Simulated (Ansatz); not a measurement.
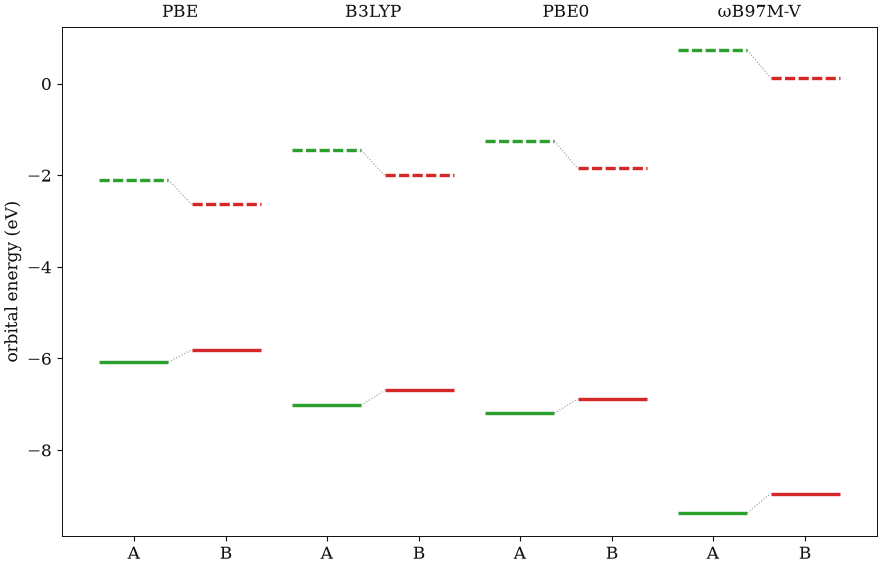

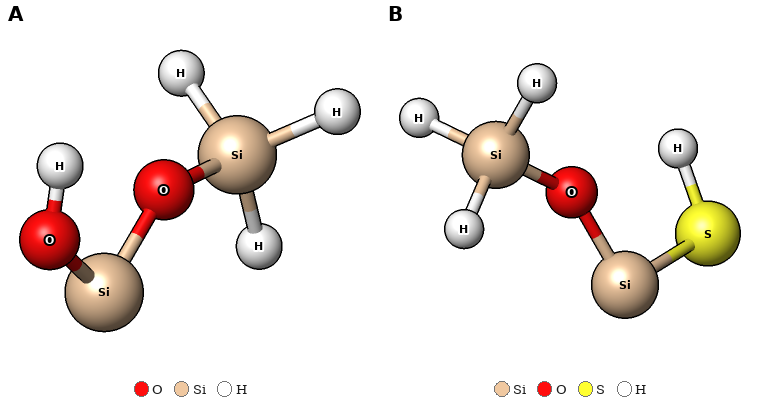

One change: A, Si₂H₄O₂ (SMILES O[Si]O[SiH3]), becomes B, Si₂H₄SO (SMILES [SiH3]O[Si]S). OH on Si is replaced by SH. HOMO (solid) and LUMO (dashed) computed in def2-TZVPP at PBE0-D4/def2-TZVP geometries, both minima by their frequencies, gas phase, the Ansatz code 0.2.0. Empty levels above zero depend strongly on the basis.

What does the change do to HOMO and LUMO?

PBE: the HOMO rises by 0.26 eV, the LUMO falls by 0.53 eV, and the separation goes from 3.98 to 3.18 eV. B3LYP: the HOMO rises by 0.33 eV, the LUMO falls by 0.55 eV, and the separation goes from 5.57 to 4.69 eV. PBE0: the HOMO rises by 0.31 eV, the LUMO falls by 0.59 eV, and the separation goes from 5.94 to 5.04 eV. ωB97M-V: the HOMO rises by 0.42 eV, the LUMO falls by 0.60 eV, and the separation goes from 10.10 to 9.08 eV.

Do the functionals agree on the effect?

They agree on the direction for both levels; the HOMO shift lies between 0.26 and 0.42 eV and the LUMO shift between −0.60 and −0.53 eV, while the separations themselves differ by up to 6.1 eV between functionals.

Caveats: one conformer of each flexible molecule.
